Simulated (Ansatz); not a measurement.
# ZrF (doublet): B2PLYP over vertical spin and charge gaps, def2-QZVPP

How well do these functionals follow the top wave-function level for ZrF (doublet) over vertical spin and charge gaps?

The runs use Ansatz 0.2.0, Gaussian basis; def2-QZVPP, all electrons in the functionals, frozen cores in the correlation of double hybrids and RPA.

Plan: B2PLYP, at charge 0, doublet; charge 0, quartet; charge 1, singlet; charge 1, triplet.

2 further runs of the same task are left out: 2 set aside as unsound or not needed. Runs told in other sessions of the task aren't counted.

### 1 The system

The geometry is a PBE0/def2-TZVP stationary point (not a proven minimum). No spin-orbit coupling is included. Elements past krypton take def2 core potentials.

2 atoms, charge 0, spin multiplicity 2.

Atoms are counted from 1 here; the program's logs count them from 0.

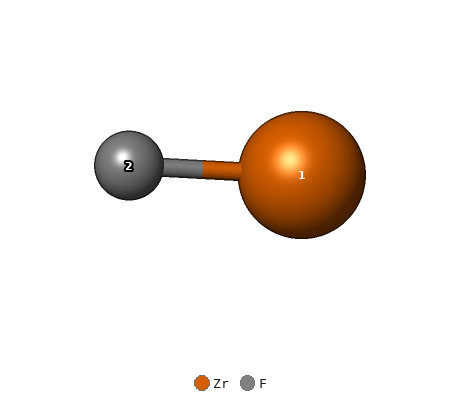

The structure; zirconium orange, fluorine grey; atoms are numbered from 1 in the order of the file.

Coordinates:

```xyz
2
charge 0, multiplicity 2
Zr    0.0000    0.0000    0.0000
F     0.0000    0.0000    1.8572
```

No dispersion term is added.

The geometry shown and the zero of energy belong to the point charge 0, doublet. The yardstick, UCCSD(T), and other wave-function levels (R restricted, U unrestricted, valence and pair active spaces) come from earlier runs.

### 2 B2PLYP, charge 0, doublet

The input, in.yaml:

```yaml
crystal:
  periodic: [false, false, false]
  atoms:
    - {symbol: Zr, position_ang: [0.000000, 0.000000, 0.000000]}
    - {symbol: F, position_ang: [0.000000, 0.000000, 1.857200]}
basis:
  gaussian: {orbitals: "def2-QZVPP.json"}
magnetization: {spin_polarized: true, initial_magnetization: 1}
hamiltonian: {xc: {name: B2PLYP}}
correlation: {electrons: outside_noble_gas}
```

On the command line:

```console
$ ansatz run in.yaml --threads 2 --pin off --events-out ev --progress --plain --max-ram 24576MiB --backend cuda --devices 0, --max-vram 18GiB
```

Standard output:

```text
Functional definition: B2PLYP
  name "B2PLYP"
  cite "Grimme, J. Chem. Phys. 124, 034108 (2006) doi:10.1063/1.2148954"
  cite "Becke, Phys. Rev. A 38, 3098 (1988) doi:10.1103/PhysRevA.38.3098"
  cite "Lee, Yang & Parr, Phys. Rev. B 37, 785 (1988) doi:10.1103/PhysRevB.37.785"
  parameter a = 0.53
  parameter c = 0.27
  exchange = (1 - a)*b88_x + a*exact_x
  correlation = (1 - c)*lyp_c + c*(mp2_os + mp2_ss)
867 factors; integrals over basis functions are off by at most 1.3e-3 eV
mean field evaluation 1: about -3986.4604 eV, gradient 2.7e1 eV
mean field evaluation 2: about -3986.4928 eV, gradient 2.7e1 eV
mean field evaluation 4: about -3989.0925 eV, gradient 1.4e0 eV
mean field evaluation 8: about -3989.1378 eV, gradient 2.2e-1 eV
mean field evaluation 16: about -3989.1500 eV, gradient 6.2e-3 eV
mean field evaluation 32: about -3989.1564 eV, gradient 1.2e-2 eV
mean field evaluation 64: about -3989.1553 eV, gradient 5.5e-2 eV
mean field evaluation 96: about -3989.1457 eV, gradient 1.5e-1 eV
mean field -3989.15640592 eV, -146.5987939704 hartree, gradient 1.2e-8 eV, S^2 1.001912; 10 other end points of the search recorded, 0 dependent functions left out
5 core orbitals not correlated: weight in the atoms' cores, before any rotation towards them, 0.758 or more for the frozen orbitals, at most 0.236 for the correlated occupied ones
reference -3989.15652054 eV, -146.5987981826 hartree; 6, 5 occupied and 127, 128 virtual orbitals, 867 factors
second order -11.60891522 eV of doubles, -0.00000000 eV of singles
Total energy: -3992.29092765 eV, -146.7139855193 hartree
```

It took 4.8 s on 1 × H100 (card shared with other runs) with 2 threads of AMD EPYC 7R13, shared host; peak host memory 0.84 GiB.

From the report: ⟨S²⟩ of the determinant 1.002 (pure doublet: 0.75).

### 3 B2PLYP, charge 0, quartet

Changes to in.yaml since step 2:

```diff
@@ -7,3 +7,3 @@
   gaussian: {orbitals: "def2-QZVPP.json"}
-magnetization: {spin_polarized: true, initial_magnetization: 1}
+magnetization: {spin_polarized: true, initial_magnetization: 3}
 hamiltonian: {xc: {name: B2PLYP}}
```

The command is unchanged.

Standard output (excerpt; [...] marks lines left out):

```text
Functional definition: B2PLYP
  name "B2PLYP"
  cite "Grimme, J. Chem. Phys. 124, 034108 (2006) doi:10.1063/1.2148954"
  cite "Becke, Phys. Rev. A 38, 3098 (1988) doi:10.1103/PhysRevA.38.3098"
  cite "Lee, Yang & Parr, Phys. Rev. B 37, 785 (1988) doi:10.1103/PhysRevB.37.785"
[...]
867 factors; integrals over basis functions are off by at most 1.3e-3 eV
[...]
mean field -3989.10160678 eV, -146.5967801391 hartree, gradient 2.6e-6 eV, S^2 3.752696; 8 other end points of the search recorded, 0 dependent functions left out
5 core orbitals not correlated: weight in the atoms' cores, before any rotation towards them, 0.667 or more for the frozen orbitals, at most 0.327 for the correlated occupied ones
reference -3989.10172793 eV, -146.5967845912 hartree; 7, 4 occupied and 126, 129 virtual orbitals, 867 factors
second order -10.87155011 eV of doubles, -0.00000000 eV of singles
Total energy: -3992.03704646 eV, -146.7046555576 hartree
```

Run time: 3.3 s. Hardware: 1 × H100 (card shared with other runs) with 2 threads of AMD EPYC 7R13, shared host; peak host memory 0.84 GiB.

From the report: ⟨S²⟩ of the determinant 3.753 (pure quartet: 3.75).

From charge 0, doublet: +5.9 kcal/mol.

### 4 B2PLYP, charge 1, singlet

Changes to in.yaml since step 3:

```diff
@@ -7,3 +7,4 @@
   gaussian: {orbitals: "def2-QZVPP.json"}
-magnetization: {spin_polarized: true, initial_magnetization: 3}
+total_charge: 1
+magnetization: {spin_polarized: true, initial_magnetization: 0}
 hamiltonian: {xc: {name: B2PLYP}}
```

Same command.

Standard output (excerpt; [...] marks lines left out):

```text
Functional definition: B2PLYP
  name "B2PLYP"
  cite "Grimme, J. Chem. Phys. 124, 034108 (2006) doi:10.1063/1.2148954"
  cite "Becke, Phys. Rev. A 38, 3098 (1988) doi:10.1103/PhysRevA.38.3098"
  cite "Lee, Yang & Parr, Phys. Rev. B 37, 785 (1988) doi:10.1103/PhysRevB.37.785"
[...]
867 factors; integrals over basis functions are off by at most 1.3e-3 eV
[...]
mean field -3982.51174870 eV, -146.3546073212 hartree, gradient 5.5e-6 eV, S^2 0.982159; 11 other end points of the search recorded, 0 dependent functions left out
5 core orbitals not correlated: weight in the atoms' cores, before any rotation towards them, 0.836 or more for the frozen orbitals, at most 0.159 for the correlated occupied ones
reference -3982.51186436 eV, -146.3546115718 hartree; 5, 5 occupied and 128, 128 virtual orbitals, 867 factors
second order -10.89475922 eV of doubles, -0.00000000 eV of singles
Total energy: -3985.45344935 eV, -146.4627128263 hartree
```

It took 5.5 s on 1 × H100 (card shared with other runs) with 2 threads of AMD EPYC 7R13, shared host; peak host memory 0.85 GiB.

From the report: ⟨S²⟩ of the determinant 0.982 (pure singlet: 0.00). The determinant of B2PLYP (⟨S²⟩ 0.98) is far from a pure spin state, so its energy mixes those of several spin states; that is harmless only where they are near-degenerate.

From charge 0, doublet: +157.7 kcal/mol.

### 5 B2PLYP, charge 1, triplet

Changes to in.yaml since step 4:

```diff
@@ -8,3 +8,3 @@
 total_charge: 1
-magnetization: {spin_polarized: true, initial_magnetization: 0}
+magnetization: {spin_polarized: true, initial_magnetization: 2}
 hamiltonian: {xc: {name: B2PLYP}}
```

The command is unchanged.

Standard output (excerpt; [...] marks lines left out):

```text
Functional definition: B2PLYP
  name "B2PLYP"
  cite "Grimme, J. Chem. Phys. 124, 034108 (2006) doi:10.1063/1.2148954"
  cite "Becke, Phys. Rev. A 38, 3098 (1988) doi:10.1103/PhysRevA.38.3098"
  cite "Lee, Yang & Parr, Phys. Rev. B 37, 785 (1988) doi:10.1103/PhysRevB.37.785"
[...]
867 factors; integrals over basis functions are off by at most 1.3e-3 eV
[...]
mean field -3982.75682851 eV, -146.3636138382 hartree, gradient 4.0e-6 eV, S^2 2.002746; 9 other end points of the search recorded, 0 dependent functions left out
5 core orbitals not correlated: weight in the atoms' cores, before any rotation towards them, 0.815 or more for the frozen orbitals, at most 0.180 for the correlated occupied ones
reference -3982.75694585 eV, -146.3636181504 hartree; 6, 4 occupied and 127, 129 virtual orbitals, 867 factors
second order -10.79796020 eV of doubles, -0.00000000 eV of singles
Total energy: -3985.67239510 eV, -146.4707589343 hartree
```

Run time: 3.2 s. Hardware: 1 × H100 (card shared with other runs) with 2 threads of AMD EPYC 7R13, shared host; peak host memory 0.84 GiB.

From the report: ⟨S²⟩ of the determinant 2.003 (pure triplet: 2.00).

From charge 0, doublet: +152.6 kcal/mol.

### 6 The comparison

No level is safe as a reference over these points; UCCSD(T) serves as a yardstick only. It comes from earlier runs at the same points. Energies in kcal/mol, counted from charge 0, doublet; blanks weren't run or aren't comparable.

| level | doublet to quartet | ionisation to the singlet cation | ionisation to the triplet cation |
| --- | --- | --- | --- |
| UCCSD(T) | 9.3 |  | 155.0 |
| B2PLYP | 5.9 | 157.7 | 152.6 |

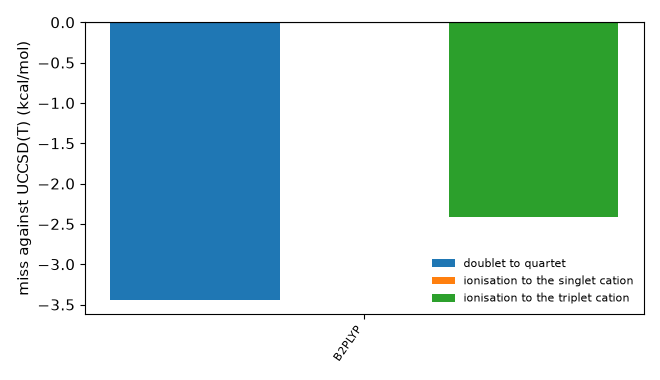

Misses of the gaps against UCCSD(T).

Largest miss and mean time a point (UCCSD(T) took 21 s a point; shared hosts):

| level | largest miss (kcal/mol) | where | time a point |
| --- | --- | --- | --- |
| B2PLYP | -3.4 | doublet to quartet | 4.2 s |

### 7 What came out

| quantity | value |
| --- | --- |
| doublet to quartet, UCCSD(T) | 9.3 kcal/mol |
| ionisation to the triplet cation, UCCSD(T) | 155.0 kcal/mol |
| largest miss, B2PLYP | -3.4 kcal/mol (doublet to quartet) |

In words: Misses are known at 2 of 3 points at best, and only functionals with that many are ranked. B2PLYP strays by up to 3.4 kcal/mol, at doublet to quartet. B2PLYP clearly breaks the spin symmetry at some points (⟨S²⟩ up to 0.98 above the pure value), so energy there is bought with a mixed spin. Functionals and the yardstick converge differently with the basis, so part of each miss in def2-QZVPP is the basis. The yardstick itself may be off where one determinant is a poor start.
